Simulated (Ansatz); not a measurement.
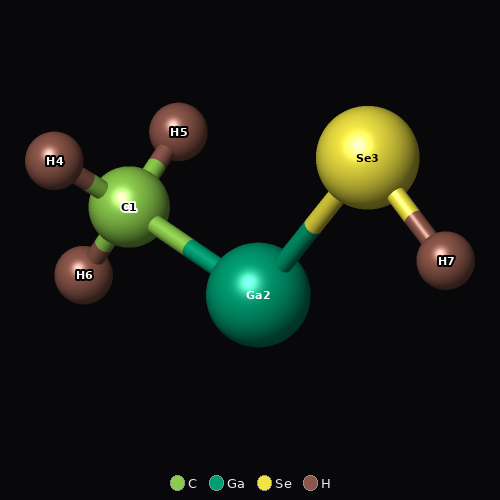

The system is CH₄GaSe, SMILES [CH3][Ga][SeH], spin multiplicity 2; the picture shows the reference structure. First axis: angle C1–Ga2–Se3. Second axis: dihedral C1–Ga2–Se3–H7. Nothing is relaxed (all other coordinates rigid). Grid: 7 × 8 points. At 2 points there is no value. All energies are given in kJ/mol relative to the lowest grid point. These are results of UHF/def2-TZVP (Ansatz 0.2.0), not measurements.

Its coordinates:

```tsv
atom	x (Å)	y (Å)	z (Å)
C	-1.0382	0.7069	-0.3837
Ga	-0.1048	-0.8075	0.5437
Se	2.2738	-0.8363	0.3682
H	-0.6827	1.6487	0.0220
H	-0.8001	0.6799	-1.4422
H	-2.1121	0.6537	-0.2623
H	2.4641	-2.0453	1.1543
```

Range: angle C1–Ga2–Se3 from 71 to 161°; dihedral C1–Ga2–Se3–H7 from −180 to 135°.

Q: What will the energy surface look like?

A: The lowest grid point is at angle C1–Ga2–Se3 = 116°, dihedral C1–Ga2–Se3–H7 = −180°. There is a further well near angle C1–Ga2–Se3 = 116°, dihedral C1–Ga2–Se3–H7 = 0° (3.7 kJ/mol above the lowest at that grid point). The highest grid point, angle C1–Ga2–Se3 = 71°, dihedral C1–Ga2–Se3–H7 = 0°, lies 267 kJ/mol above the lowest. On the interpolated surface the easiest way out of the lowest well to the well at angle C1–Ga2–Se3 = 116°, dihedral C1–Ga2–Se3–H7 = 0° passes a barrier of about 25 kJ/mol. Round the minimum the two coordinates are nearly uncoupled.

| dihedral C1–Ga2–Se3–H7 ↓, angle C1–Ga2–Se3 → | 71 | 86 | 101 | 116 | 131 | 146 | 161 |
| --- | --- | --- | --- | --- | --- | --- | --- |
| 135 | 204 | 74 | 26 | 12 | 20 | 46 | 88 |
| 90 | 238 | 95 | 42 | 26 | 32 | 57 | 99 |
| 45 | 250 | 86 | 31 | 14 | 20 | – | 84 |
| 0 | 267 | 78 | 20 | 4 | 10 | 34 | 75 |
| −45 | 250 | 86 | 31 | 14 | 20 | 44 | 84 |
| −90 | 238 | 95 | 42 | 26 | 32 | 57 | 99 |
| −135 | 204 | 74 | 26 | 12 | 20 | – | 88 |
| −180 | 173 | 55 | 11 | 0 | 9 | 36 | 79 |

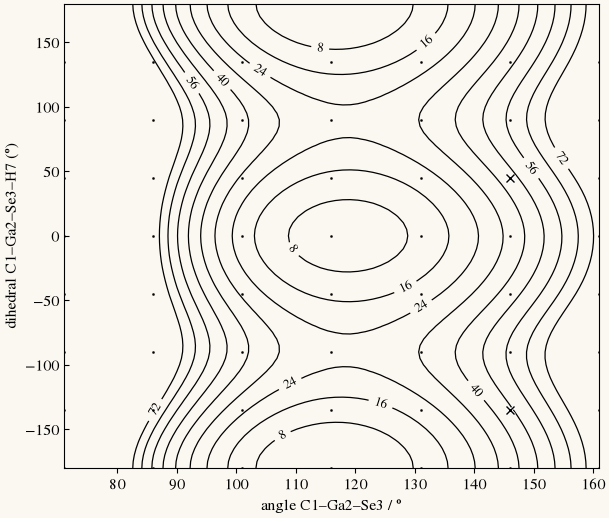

In the figure: contour lines labelled in kJ/mol (none above 72), crosses at grid points without a value, dots at the grid points. Between grid points the surface is interpolated.

Each point was launched as `ansatz run input.yaml --threads 1 --pin off --max-ram 2560MiB --backend cpu --events-out ev --progress --plain --runs-dir out`. The whole map (54 points run) took 14 min on 1 thread of Arm Neoverse V2, on a shared host.
